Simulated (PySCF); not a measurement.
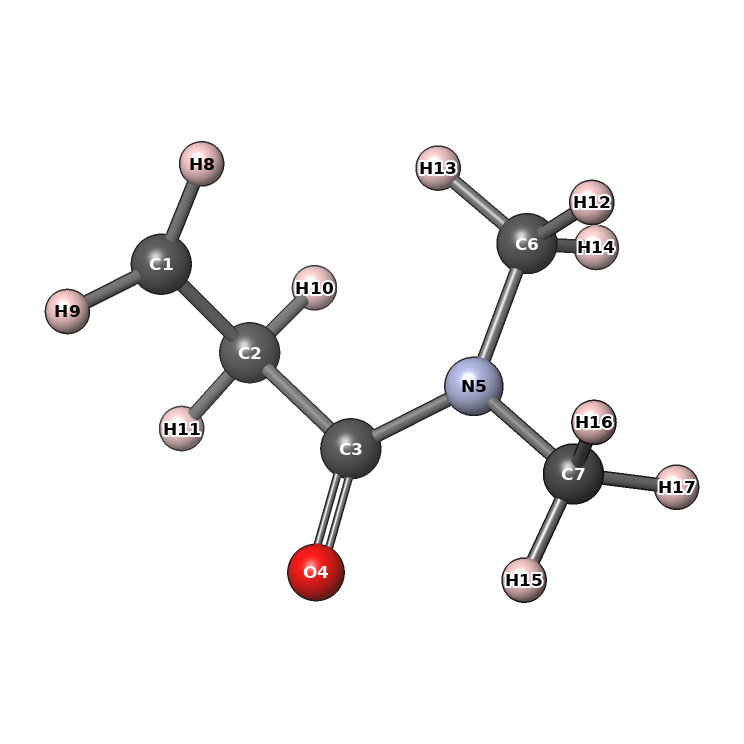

The species is neutral and a spin doublet. Computed geometry: GFN2-xTB optimisation. No frequency run is at hand to confirm it as a minimum. Computed with UKS B3LYP, pcH-1 on C H N O, non-relativistic (PySCF 2.14.0). Fermi-contact and spin-dipolar terms alone, no spin-orbit part.

Question. Which nucleus has the largest dipolar (anisotropic) hyperfine coupling?

Answer. 13C at C1: principal values −79.7, −78.8, 158.5 MHz.

List the isotropic and dipolar parts for the most strongly coupled nuclei, one of each equivalent set.

```tsv
atom	isotope	a_iso (MHz)	dipolar part (MHz)
C1	13C	100.7	−79.7, −78.8, 158.5
H8	1H	−59.1	−38.2, −0.4, 38.7
H9	1H	−60.0	−38.2, −0.4, 38.6
C3	13C	90.9	−7.1, −6.6, 13.8
O4	17O	−1.4	−11.4, 3.8, 7.5
H11	1H	33.1	−5.0, −4.1, 9.1
H10	1H	45.2	−4.6, −4.3, 8.9
H13	1H	0.3	−3.2, −2.8, 6.0
```
